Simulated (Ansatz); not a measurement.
Input

```
crystal:
  lattice:
    - [-1.4300574801, 1.4300574801, 9.141704679]
    - [1.4300574801, -1.4300574801, 9.141704679]
    - [1.4300574801, 1.4300574801, -9.141704679]
  atoms:
    - { symbol: Al, position: [0.8878912282, 0.8878912282, 0.0] }
    - { symbol: Al, position: [0.5, 0.5, 0.0] }
    - { symbol: Al, position: [0.1121087718, 0.1121087718, 0.0] }
    - { symbol: B, position: [0.7068434693, 0.7068434693, 0.0] }
    - { symbol: B, position: [0.2931565307, 0.2931565307, 0.0] }
    - { symbol: "N", position: [0.0, 0.0, 0.0] }
    - { symbol: "N", position: [0.6132104947, 0.6132104947, 0.0] }
    - { symbol: "N", position: [0.2118536249, 0.2118536249, 0.0] }
    - { symbol: "N", position: [0.7881463751, 0.7881463751, 0.0] }
    - { symbol: "N", position: [0.3867895053, 0.3867895053, 0.0] }
basis:
  ecutwfc: 420
kpoints:
  mp_grid: { grid: [14, 14, 14] }
hamiltonian:
  xc: pbe
scf:
  occupations: { method: gaussian, width: 0.02 }
output:
  forces: true
  stress: true
  eigenvalues: true
  write_density: true
  write_potential: true
  elf: true
  volumetric_format: npy
relax:
  adjacent_minimum: "off"
  f_tol: 0.01
  max_steps: 80
  cell: { stress_tol: 0.05 }
```

Command:

```sh
ansatz run input.yaml --threads 1 --pin off --max-ram 2560MiB --backend cpu --events-out ev --progress --plain --runs-dir out
```

Below, planes, directions and counts refer to the conventional cell (a = 2.86 Å, b = 2.86 Å, c = 18.29 Å, α = 90.00°, β = 90.00°, γ = 90.00°).

Space group I4/mmm; a structure generated by program, which may or may not match a known phase.

Theory: DFT PBE, scalar-relativistic, plane waves, PAW in Ansatz.

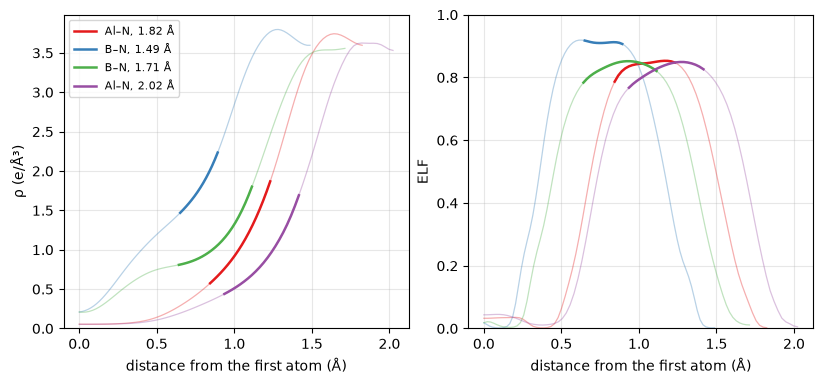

Al3B2N5. Valence pseudo-density and electron localisation function along straight lines between neighbouring atoms. Thin, pale parts lie inside the atomic spheres.

The density is the valence pseudo-density of a PAW calculation; it isn't the true density close to the nuclei.

**Compare the contacts.**

Al–N (1.82 Å): the density is about 0.71 e/Å³ at the midpoint; the ELF peaks at about 0.85 in the valence shell of N, 0.7 Å from its nucleus, and is about 0.85 at the midpoint.
B–N (1.49 Å): ρ is about 1.7 e/Å³ halfway; the ELF peaks at about 0.90 between the atoms (a shared but strongly polarised pair).
B–N (1.71 Å): ρ at the midpoint is about 1 e/Å³; the ELF peaks at about 0.85 between the atoms.
Al–N (2.02 Å): the density is about 0.53 e/Å³ at the midpoint; the ELF peaks at about 0.85 in the valence shell of N, 0.8 Å from its nucleus, and is about 0.80 at the midpoint.
